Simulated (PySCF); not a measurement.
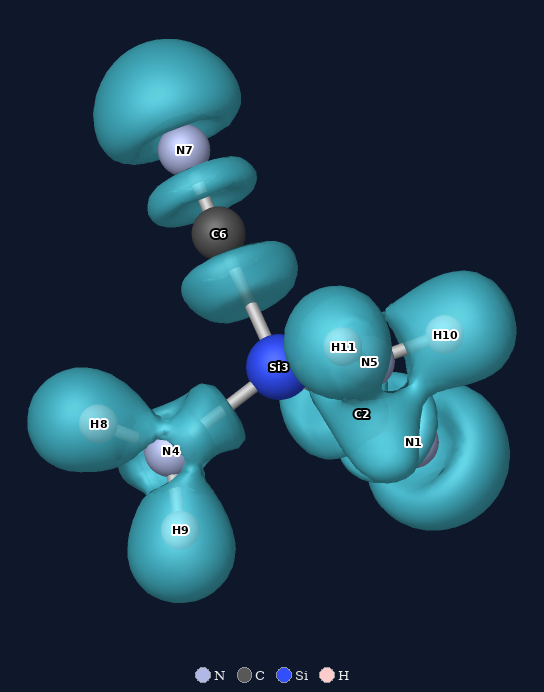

The picture shows: C2H4N4Si. Isosurface of the electron localisation function at 0.8 (cyan), seen across its widest extent. Only the valence region is drawn (cores and ρ < 0.01 e/Å³ removed).

Geometry: GFN2-xTB.

Method: PySCF 2.14.0, PBE0/def2-SVPD, SCF density, gas phase.

```yaml
atoms:
  - { symbol: N, position_ang: [2.6404, -1.5268, 0.3521] }
  - { symbol: C, position_ang: [1.6547, -0.9573, 0.2396] }
  - { symbol: Si, position_ang: [0.0427, -0.0302, 0.0565] }
  - { symbol: N, position_ang: [0.3648, 1.6375, -0.1301] }
  - { symbol: N, position_ang: [-0.7529, -0.7994, -1.2577] }
  - { symbol: C, position_ang: [-0.8440, -0.1575, 1.7029] }
  - { symbol: N, position_ang: [-1.4256, -0.2630, 2.6830] }
  - { symbol: H, position_ang: [-0.2484, 2.3438, 0.2374] }
  - { symbol: H, position_ang: [0.9044, 1.9795, -0.9063] }
  - { symbol: H, position_ang: [-0.7229, -1.7996, -1.3690] }
  - { symbol: H, position_ang: [-1.6079, -0.4244, -1.6345] }
```

Question: What do the ELF domains correspond to?

Answer: At this value the surface marks out two regions between bonded C–N atoms (shared pairs), two regions between bonded C–Si atoms (shared pairs), two lobes on N, pointing away from the bonds (lone pairs) and two joined regions spread over several atoms (H, N), in which their bonds and any lone pairs are merged.

Values along the shortest contacts:
C–N (1.14 Å): the ELF peaks at about 0.85 between the atoms (a multiple bond). Si–N (1.71 Å): the ELF peaks at about 0.90 between the atoms (a polar covalent bond).
